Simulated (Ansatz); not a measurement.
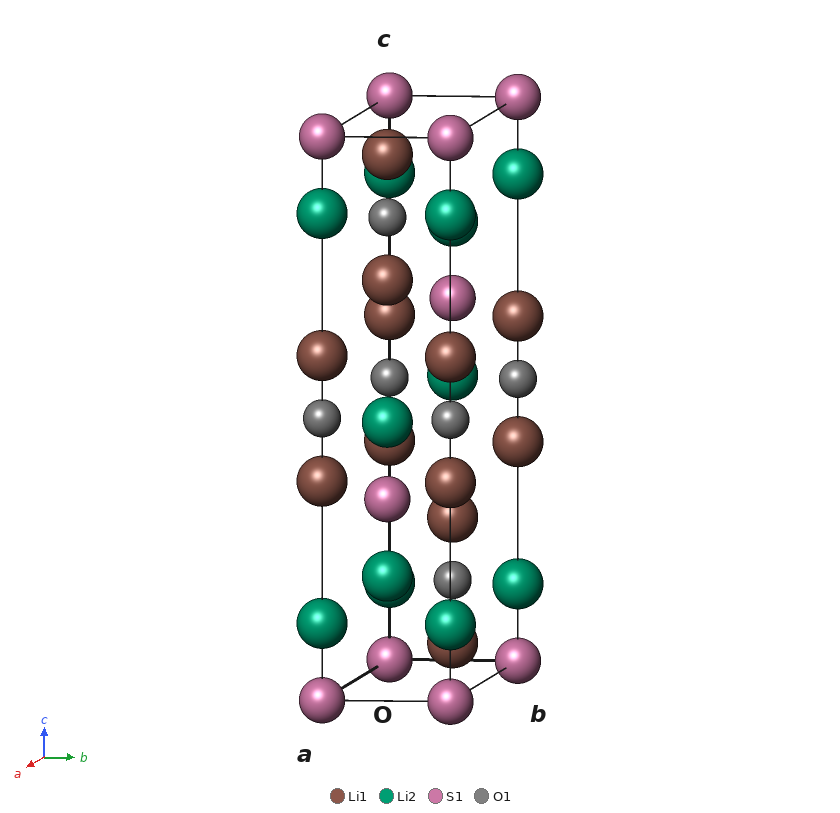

One unit cell; atoms that symmetry makes equivalent share a colour (atoms on faces, edges and corners are repeated). Crystal: Li₄SO, the end point of a relaxation with DFT PBEsol, scalar-relativistic, plane waves, PAW in Ansatz 0.2.0; the starting structure was generated, so it need not be a known form of this composition. All values are computed from the atomic coordinates in the standard setting (tolerance 0.002 Å).

a = 3.687 Å, b = 3.687 Å, c = 17.458 Å, α = 90.00°, β = 90.00°, γ = 120.00°; space group R-3m, No. 166, hexagonal axes.

One atom of each site: Li1 (2/3, 1/3, 0.945); Li2 (1/3, 2/3, 0.803); S1 (0, 0, 0); O1 (2/3, 1/3, 5/6).

**Give the multiplicity, Wyckoff letter and site symmetry of each site.**

```tsv
site	Wyckoff	symmetry
Li1	6c	3m
Li2	6c	3m
S1	3a	-3m
O1	3b	-3m
```

**How many free positional parameters does the structure have?**

2: Li1 1, Li2 1, S1 0, O1 0.
